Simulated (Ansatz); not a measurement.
# PH₃O: an energy map over bond length O1–P2 and dihedral H3–O1–P2–H4

How does the energy of H₃OP, SMILES OP change over two coordinates at once? A grid of runs gives the map.

Program: Ansatz 0.2.0. Level of theory: RKS r2SCAN0-D4/def2-TZVP. These are calculated values, not measurements.

## Step 1: Where the work starts

5 atoms, charge 0, spin multiplicity 1.

Atoms are counted from 1 here; the program's logs count them from 0.

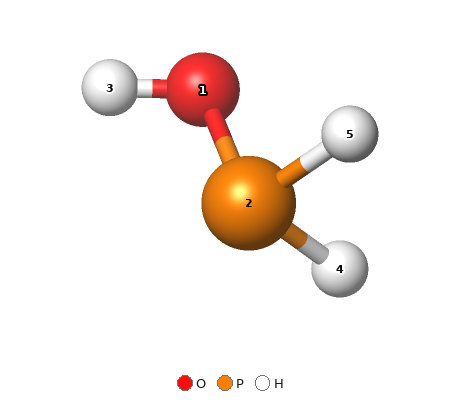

The starting geometry (oxygen red, phosphorus orange, hydrogen white); atoms are numbered from 1 in the order of the file.

As a file:

```xyz
5
H3OP
O     0.3410   -0.5893    0.8320
P     0.0870    0.1944   -0.6465
H     1.1489   -1.1225    0.7199
H    -1.3269   -0.0782   -0.8020
H    -0.2001    1.5219   -0.1448
```

This geometry comes from a loose relaxation at PBE in a small basis, which is not shown.

## Step 2: Relaxing the molecule

Input file input.yaml:

```yaml
crystal:
  periodic: [false, false, false]
  atoms:
    - { symbol: O, position_ang: [0.341026, -0.589279, 0.832022] }
    - { symbol: P, position_ang: [0.087007, 0.19438, -0.646504] }
    - { symbol: H, position_ang: [1.148902, -1.122477, 0.719877] }
    - { symbol: H, position_ang: [-1.326925, -0.078215, -0.802027] }
    - { symbol: H, position_ang: [-0.200111, 1.521891, -0.144769] }
basis:
  gaussian: { orbitals: def2-TZVP }
hamiltonian:
  xc: { name: r2SCAN0 }
  dispersion: d4
output:
  forces: true
relax:
  f_tol: 0.003
  max_steps: 120
```

Started as:

```sh
$ ansatz run input.yaml --threads 1 --pin off --max-ram 2048MiB --backend cpu --events-out ev --progress --plain --runs-dir out
```

Output, shortened:

```text
Warning: RAYON_NUM_THREADS=1 ignored (pool sized by the plan → 1); use --threads N
[...]
Functional definition: r2SCAN0
[...]
565 factors; their error is unknown
[...]
mean field -11383.54410806 eV, -418.3375299279 hartree, gradient 3.0e-5 eV, S^2 0.000000; 0 other end points of the search recorded, 0 dependent functions left out
[...]
reference -11383.54411475 eV, -418.3375301737 hartree; 13, 13 occupied and 73, 73 virtual orbitals, 565 factors
relax step   1: F+E_penalty+E_count = -11383.55745886 eV  Δ(F+E_penalty+E_count) = +0.000e0 eV  max|allowed force component| = 1.205e0 eV/Å  Δτ_max = 0.0000 Å  (24 SCF iters, accepted)
[...]
relax step   6: F+E_penalty+E_count = -11383.61916322 eV  Δ(F+E_penalty+E_count) = -3.301e-4 eV  max|allowed force component| = 1.603e-2 eV/Å  Δτ_max = 0.0058 Å  (30 SCF iters, accepted)
[...]
relax step   7: F+E_penalty+E_count = -11383.61917493 eV  Δ(F+E_penalty+E_count) = -1.170e-5 eV  max|allowed force component| = 2.154e-4 eV/Å  Δτ_max = 0.0008 Å  (21 SCF iters, accepted)
565 factors; their error is unknown
[...]
mean field -11383.60581822 eV, -418.3397977343 hartree, gradient 1.2e-5 eV, S^2 0.000000; 1 other end points of the search recorded, 0 dependent functions left out
[...]
reference -11383.60582484 eV, -418.3397979777 hartree; 13, 13 occupied and 73, 73 virtual orbitals, 565 factors
Total energy: -11383.61918155 eV, -418.3402888277 hartree
Atom 0 at     0.338805    -0.574875     0.790071 Å, force    -0.000069    -0.000076     0.000215 eV/Å
Atom 1 at     0.075177     0.198436    -0.638808 Å, force    -0.000060    -0.000083    -0.000068 eV/Å
Atom 2 at     1.128785    -1.107337     0.728120 Å, force     0.000113     0.000030    -0.000082 eV/Å
Atom 3 at    -1.304653    -0.085799    -0.785428 Å, force    -0.000030     0.000005    -0.000087 eV/Å
Atom 4 at    -0.188215     1.495875    -0.135355 Å, force     0.000045     0.000124     0.000022 eV/Å
Dipole moment:     0.132392    -0.075108    -0.044871 e Å
```

Wall time 20 s (1 thread of Intel Xeon Platinum 8488C (Sapphire Rapids), shared host); peak memory 0.16 GiB.

Step by step:

| step | energy from step 1 (eV) | largest force component (eV/Å) |
| --- | --- | --- |
| 1 | 0.0000 | 1.2051 |
| 2 | -0.0452 | 0.7633 |
| 3 | -0.0597 | 0.1924 |
| 4 | -0.0612 | 0.0559 |
| 5 | -0.0614 | 0.0753 |
| 6 | -0.0617 | 0.0160 |
| 7 | -0.0617 | 0.0002 |

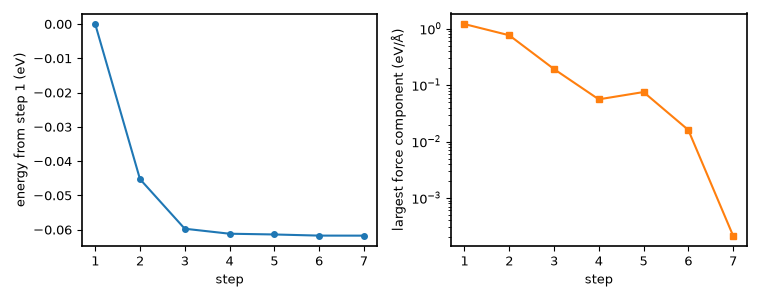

Energy and largest force along the relaxation.

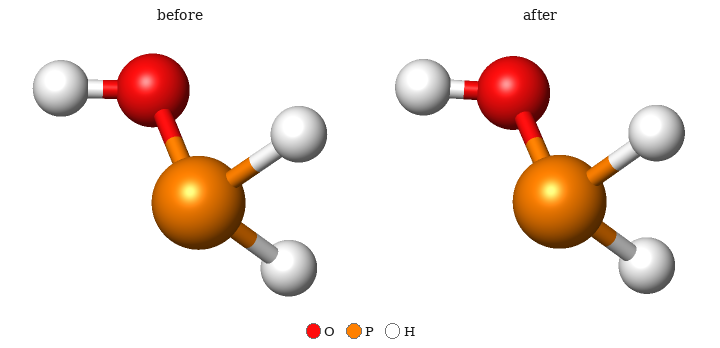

The geometry before (left) and after (right).

Bond lengths before and after, largest changes first:

| bond | before (Å) | after (Å) | change (Å) |
| --- | --- | --- | --- |
| O1–P2 | 1.693 | 1.646 | -0.047 |
| P2–H4 | 1.448 | 1.416 | -0.032 |
| P2–H5 | 1.448 | 1.416 | -0.032 |
| O1–H3 | 0.974 | 0.955 | -0.020 |

## Step 3: Setting up the map

- bond length O1–P2: 13 values from 1.350 to 2.469 Å
- dihedral H3–O1–P2–H4: 12 values from −180 to 150 °, periodic

Nothing else is relaxed (all other coordinates rigid). Energies count from the relaxed molecule at the same level.

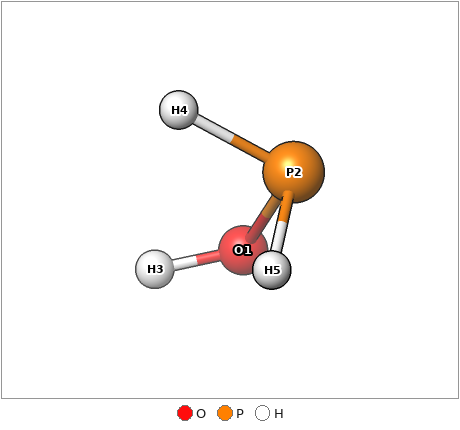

The geometry at bond length O1–P2 = 1.723 Å, dihedral H3–O1–P2–H4 = −30°.

Below, 3 of the grid's runs; all are launched alike.

## Step 4: Grid point bond length O1–P2 = 1.723 Å, dihedral H3–O1–P2–H4 = −30°

Input file input.yaml:

```yaml
crystal:
  periodic: [false, false, false]
  atoms:
    - { symbol: O, position_ang: [0.338805, -0.574875, 0.790071] }
    - { symbol: P, position_ang: [0.062838, 0.234628, -0.705682] }
    - { symbol: H, position_ang: [1.128785, -1.107337, 0.72812] }
    - { symbol: H, position_ang: [1.407609, 0.363748, -1.131283] }
    - { symbol: H, position_ang: [-0.147372, -0.899354, -1.527927] }
basis:
  gaussian: { orbitals: def2-TZVP }
hamiltonian:
  xc: { name: r2SCAN0 }
  dispersion: d4
output:
  forces: true
```

Started as:

```sh
$ ansatz run input.yaml --threads 1 --pin off --max-ram 2048MiB --backend cpu --events-out ev --progress --plain --runs-dir out
```

Output, shortened:

```text
Warning: RAYON_NUM_THREADS=1 ignored (pool sized by the plan → 1); use --threads N
[...]
[... 1 set-up line as earlier in the session ...]
[...]
565 factors; their error is unknown
[...]
mean field -11383.49793217 eV, -418.3358329954 hartree, gradient 5.1e-5 eV, S^2 0.000000; 0 other end points of the search recorded, 0 dependent functions left out
[...]
reference -11383.49793875 eV, -418.3358332372 hartree; 13, 13 occupied and 73, 73 virtual orbitals, 565 factors
Total energy: -11383.51143083 eV, -418.3363290618 hartree
Atom 0 at     0.338805    -0.574875     0.790071 Å, force    -0.288570     1.028028    -1.532236 eV/Å
Atom 1 at     0.062838     0.234628    -0.705682 Å, force     0.240213    -0.926253     1.699380 eV/Å
Atom 2 at     1.128785    -1.107337     0.728120 Å, force     0.001549    -0.142680     0.041093 eV/Å
Atom 3 at     1.407609     0.363748    -1.131283 Å, force     0.029795     0.059847    -0.077693 eV/Å
Atom 4 at    -0.147372    -0.899354    -1.527927 Å, force     0.017013    -0.018942    -0.130544 eV/Å
Dipole moment:     0.329289    -0.184209    -0.239664 e Å
```

It took 2 s on 1 thread of Intel Xeon Platinum 8488C (Sapphire Rapids), shared host; peak memory 0.15 GiB.

That is 10 kJ/mol from the zero.

## Step 5: Grid point bond length O1–P2 = 1.630 Å, dihedral H3–O1–P2–H4 = 120°

Input file input.yaml:

```yaml
crystal:
  periodic: [false, false, false]
  atoms:
    - { symbol: O, position_ang: [0.338805, -0.574875, 0.790071] }
    - { symbol: P, position_ang: [0.077734, 0.190934, -0.624948] }
    - { symbol: H, position_ang: [1.128785, -1.107337, 0.72812] }
    - { symbol: H, position_ang: [-1.194986, -0.350408, -0.930476] }
    - { symbol: H, position_ang: [-0.489751, 1.386612, -0.120462] }
basis:
  gaussian: { orbitals: def2-TZVP }
hamiltonian:
  xc: { name: r2SCAN0 }
  dispersion: d4
output:
  forces: true
```

Started as:

```sh
$ ansatz run input.yaml --threads 1 --pin off --max-ram 2048MiB --backend cpu --events-out ev --progress --plain --runs-dir out
```

Output, shortened:

```text
Warning: RAYON_NUM_THREADS=1 ignored (pool sized by the plan → 1); use --threads N
[...]
[... 1 set-up line as earlier in the session ...]
[...]
565 factors; their error is unknown
[...]
mean field -11383.59487271 eV, -418.3393954945 hartree, gradient 3.5e-5 eV, S^2 0.000000; 0 other end points of the search recorded, 0 dependent functions left out
[...]
reference -11383.59487925 eV, -418.3393957345 hartree; 13, 13 occupied and 73, 73 virtual orbitals, 565 factors
Total energy: -11383.60824789 eV, -418.3398870232 hartree
Atom 0 at     0.338805    -0.574875     0.790071 Å, force     0.121784    -0.219071     0.402204 eV/Å
Atom 1 at     0.077734     0.190934    -0.624948 Å, force    -0.122464     0.174823    -0.420452 eV/Å
Atom 2 at     1.128785    -1.107337     0.728120 Å, force     0.034074     0.035510     0.063267 eV/Å
Atom 3 at    -1.194986    -0.350408    -0.930476 Å, force    -0.067987     0.048929    -0.084519 eV/Å
Atom 4 at    -0.489751     1.386612    -0.120462 Å, force     0.034593    -0.040191     0.039500 eV/Å
Dipole moment:     0.124966    -0.104093    -0.040472 e Å
```

Run time: 2.7 s. Hardware: 1 thread of Intel Xeon Platinum 8488C (Sapphire Rapids), shared host; peak memory 0.15 GiB.

On the map this point reads 1.1 kJ/mol.

## Step 6: Point bond length O1–P2 = 1.350 Å, dihedral H3–O1–P2–H4 = −90°

Input file input.yaml:

```yaml
crystal:
  periodic: [false, false, false]
  atoms:
    - { symbol: O, position_ang: [0.338805, -0.574875, 0.790071] }
    - { symbol: P, position_ang: [0.122581, 0.059384, -0.381877] }
    - { symbol: H, position_ang: [1.128785, -1.107337, 0.72812] }
    - { symbol: H, position_ang: [0.853862, 1.24443, -0.122822] }
    - { symbol: H, position_ang: [1.187367, -0.501157, -1.129013] }
basis:
  gaussian: { orbitals: def2-TZVP }
hamiltonian:
  xc: { name: r2SCAN0 }
  dispersion: d4
output:
  forces: true
```

Started as:

```sh
$ ansatz run input.yaml --threads 1 --pin off --max-ram 2048MiB --backend cpu --events-out ev --progress --plain --runs-dir out
```

Output, shortened:

```text
Warning: RAYON_NUM_THREADS=1 ignored (pool sized by the plan → 1); use --threads N
[...]
[... 1 set-up line as earlier in the session ...]
[...]
565 factors; their error is unknown
[...]
mean field -11381.02145964 eV, -418.2448243083 hartree, gradient 2.6e-5 eV, S^2 0.000000; 0 other end points of the search recorded, 0 dependent functions left out
[...]
reference -11381.02146603 eV, -418.2448245433 hartree; 13, 13 occupied and 73, 73 virtual orbitals, 565 factors
Total energy: -11381.03531297 eV, -418.2453334089 hartree
Atom 0 at     0.338805    -0.574875     0.790071 Å, force     3.291336   -10.716257    17.004914 eV/Å
Atom 1 at     0.122581     0.059384    -0.381877 Å, force    -3.681490    10.047281   -16.972269 eV/Å
Atom 2 at     1.128785    -1.107337     0.728120 Å, force    -0.032020    -0.209128     1.419714 eV/Å
Atom 3 at     0.853862     1.244430    -0.122822 Å, force     0.266215     0.688454    -0.645370 eV/Å
Atom 4 at     1.187367    -0.501157    -1.129013 Å, force     0.155960     0.189649    -0.806988 eV/Å
Dipole moment:     0.401143    -0.303593     0.169791 e Å
```

Run time: 3.4 s. Hardware: 1 thread of Intel Xeon Platinum 8488C (Sapphire Rapids), shared host; peak memory 0.15 GiB.

Energy on the map's scale: 249 kJ/mol.

## Step 7: All points together

156 points were computed. Energies in kJ/mol, from the relaxed molecule at the same level:

```
dihedral H3–O1–P2–H4 (°) ↓, bond length O1–P2 (Å) →  1.350  1.443  1.536  1.630  1.723  1.816  1.909  2.003  2.096  2.189  2.282  2.376  2.469
                                                150    233     91     23      1      9     32     66    104    144    184    223    260    294
                                                120    232     90     23      1      8     32     66    104    144    184    223    260    294
                                                 90    239     97     29      7     13     36     69    107    146    186    224    261    295
                                                 60    249    106     37     14     19     41     73    110    148    187    225    261    295
                                                 30    256    112     41     17     21     42     73    110    148    187    224    260    294
                                                  0    251    106     36     12     17     38     70    107    145    184    221    258    292
                                                −30    239     96     27      5     10     33     65    103    142    181    219    256    290
                                                −60    238     95     27      4     10     33     65    103    142    181    219    256    290
                                                −90    249    105     35     11     16     38     69    106    145    183    221    258    292
                                               −120    256    112     41     17     21     42     73    110    148    186    224    260    294
                                               −150    250    107     38     15     20     42     73    110    149    187    225    261    295
                                               −180    240     98     30      8     14     37     70    107    147    186    224    261    295
```

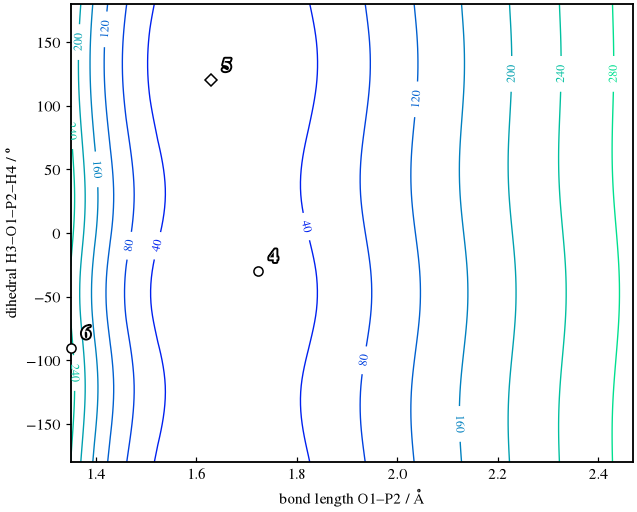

The map; numbers mark the steps of this session that print a point's run. The picture shows contour lines labelled in kJ/mol. Between grid points the surface is interpolated.

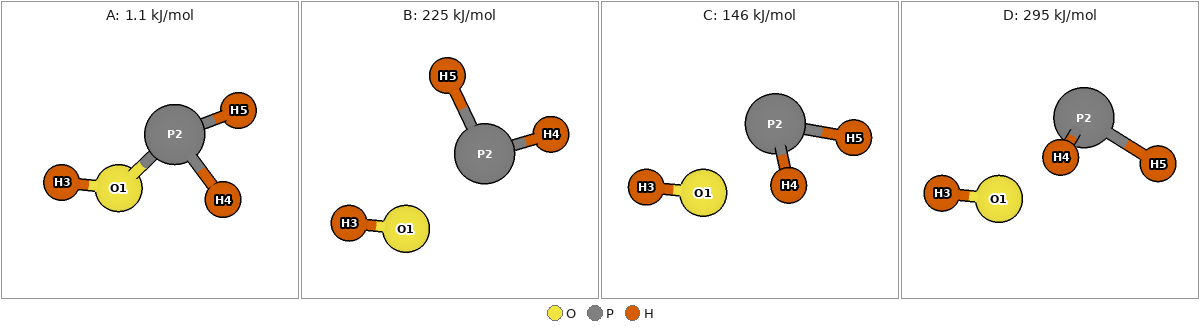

Structures on the grid, at one scale: A at bond length O1–P2 = 1.630 Å, dihedral H3–O1–P2–H4 = 120°; B at bond length O1–P2 = 2.282 Å, dihedral H3–O1–P2–H4 = −150°; C at bond length O1–P2 = 2.096 Å, dihedral H3–O1–P2–H4 = 90°; D at bond length O1–P2 = 2.469 Å, dihedral H3–O1–P2–H4 = 60°.

The largest force on an atom (eV/Å) at each point:

```tsv
dihedral H3–O1–P2–H4 (°) ↓, bond length O1–P2 (Å) →	1.350	1.443	1.536	1.630	1.723	1.816	1.909	2.003	2.096	2.189	2.282	2.376	2.469
150	20.5	10.5	4.3	0.5	1.8	3.0	3.7	4.0	4.0	3.9	3.8	3.5	3.3
120	20.5	10.5	4.3	0.5	1.8	3.0	3.7	4.0	4.0	3.9	3.8	3.5	3.3
90	20.4	10.4	4.3	0.6	1.8	3.0	3.7	4.0	4.0	3.9	3.8	3.5	3.3
60	20.4	10.5	4.4	0.7	1.7	3.0	3.6	3.9	4.0	3.9	3.7	3.5	3.3
30	20.5	10.5	4.4	0.7	1.6	2.9	3.6	3.9	3.9	3.9	3.7	3.5	3.3
0	20.4	10.4	4.3	0.6	1.7	3.0	3.6	3.9	4.0	3.9	3.8	3.6	3.3
−30	20.2	10.2	4.1	0.4	2.0	3.1	3.8	4.0	4.1	4.0	3.8	3.6	3.4
−60	20.1	10.2	4.1	0.4	2.0	3.2	3.8	4.0	4.1	4.0	3.8	3.6	3.4
−90	20.4	10.4	4.3	0.6	1.8	3.0	3.7	4.0	4.0	3.9	3.8	3.6	3.3
−120	20.5	10.5	4.4	0.7	1.6	2.9	3.6	3.9	4.0	3.9	3.7	3.5	3.3
−150	20.4	10.5	4.4	0.7	1.7	2.9	3.6	3.9	4.0	3.9	3.7	3.5	3.3
−180	20.4	10.4	4.3	0.6	1.7	3.0	3.7	4.0	4.0	3.9	3.7	3.5	3.3
```

The dipole moment (D) at each point:

```
dihedral H3–O1–P2–H4 (°) ↓, bond length O1–P2 (Å) →  1.350  1.443  1.536  1.630  1.723  1.816  1.909  2.003  2.096  2.189  2.282  2.376  2.469
                                                150   1.99   1.51   1.09   0.82   0.79   0.98   1.26   1.56   1.85   2.12   2.37   2.60   2.81
                                                120   2.00   1.51   1.09   0.81   0.77   0.96   1.25   1.55   1.84   2.11   2.36   2.60   2.80
                                                 90   2.01   1.55   1.19   0.99   0.99   1.17   1.43   1.71   1.98   2.24   2.48   2.70   2.90
                                                 60   2.17   1.78   1.49   1.35   1.38   1.53   1.74   1.98   2.23   2.46   2.68   2.89   3.07
                                                 30   2.42   2.08   1.85   1.75   1.77   1.89   2.07   2.28   2.49   2.70   2.90   3.09   3.26
                                                  0   2.55   2.26   2.07   2.00   2.04   2.15   2.31   2.50   2.70   2.89   3.08   3.26   3.42
                                                −30   2.53   2.28   2.13   2.09   2.15   2.27   2.43   2.62   2.81   3.00   3.18   3.35   3.51
                                                −60   2.53   2.28   2.14   2.10   2.15   2.27   2.44   2.62   2.81   3.00   3.18   3.36   3.52
                                                −90   2.55   2.27   2.09   2.02   2.06   2.17   2.33   2.52   2.72   2.91   3.09   3.27   3.44
                                               −120   2.45   2.11   1.89   1.79   1.81   1.93   2.11   2.31   2.52   2.73   2.92   3.11   3.29
                                               −150   2.20   1.81   1.54   1.40   1.43   1.58   1.78   2.02   2.26   2.49   2.71   2.91   3.10
                                               −180   2.02   1.57   1.22   1.02   1.04   1.21   1.46   1.74   2.01   2.26   2.50   2.72   2.92
```

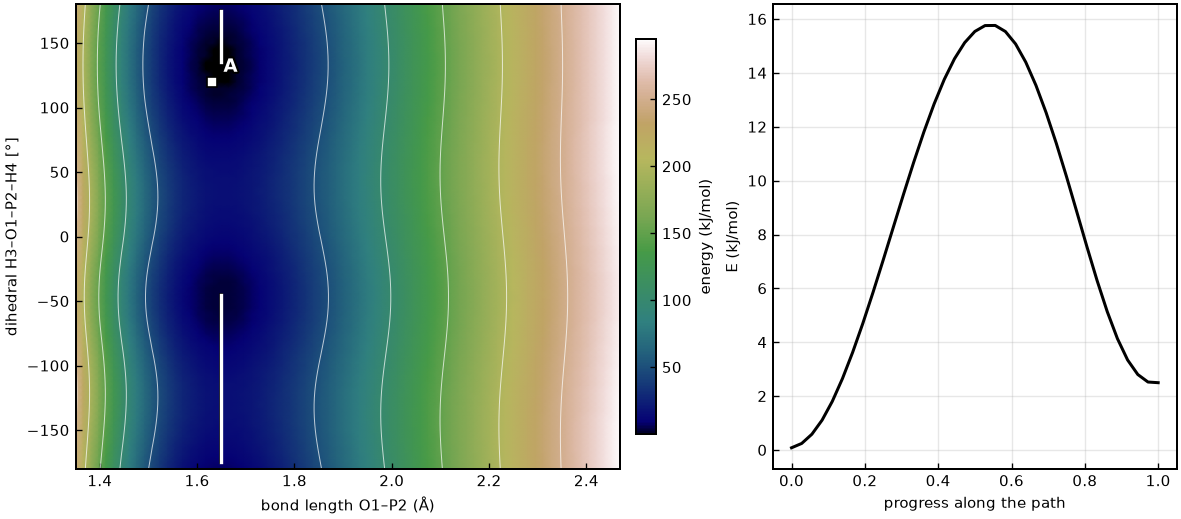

The easiest path on the interpolated surface, from its minimum near A. In the figure: a smooth colour map, a line along the lowest path, the energy along the path at the right.

## Step 8: What came out

| quantity | value |
| --- | --- |
| lowest point | bond length O1–P2 = 1.630 Å, dihedral H3–O1–P2–H4 = 120°, 1.1 kJ/mol |
| highest computed point | bond length O1–P2 = 2.469 Å, dihedral H3–O1–P2–H4 = 60°, 294 kJ/mol above the lowest |
| largest force on an atom (eV/Å) | 0.4 at bond length O1–P2 = 1.630 Å, dihedral H3–O1–P2–H4 = −60° to 20.5 at bond length O1–P2 = 1.350 Å, dihedral H3–O1–P2–H4 = −120°; 0.5 at the lowest point |
| dipole moment (D) | 0.77 at bond length O1–P2 = 1.723 Å, dihedral H3–O1–P2–H4 = 120° to 3.52 at bond length O1–P2 = 2.469 Å, dihedral H3–O1–P2–H4 = −60°; 0.81 at the lowest point |
| time for the whole task | 6.8 min on 1 thread, shared host |

In words: The lowest computed point is at bond length O1–P2 = 1.630 Å, dihedral H3–O1–P2–H4 = 120°, 1.1 kJ/mol from the relaxed molecule at the same level. The grid is coarse, so the true minimum lies between grid points and may sit elsewhere than the lowest one. A higher local minimum lies near bond length O1–P2 = 1.630 Å, dihedral H3–O1–P2–H4 = −60° (2.9 kJ/mol above the lowest at that grid point). The highest computed point, bond length O1–P2 = 2.469 Å, dihedral H3–O1–P2–H4 = 60°, lies 294 kJ/mol above the lowest. On the interpolated surface the easiest way out of the lowest well to the well at bond length O1–P2 = 1.630 Å, dihedral H3–O1–P2–H4 = −60° passes a barrier of about 16 kJ/mol. Round the minimum the two coordinates are nearly uncoupled.
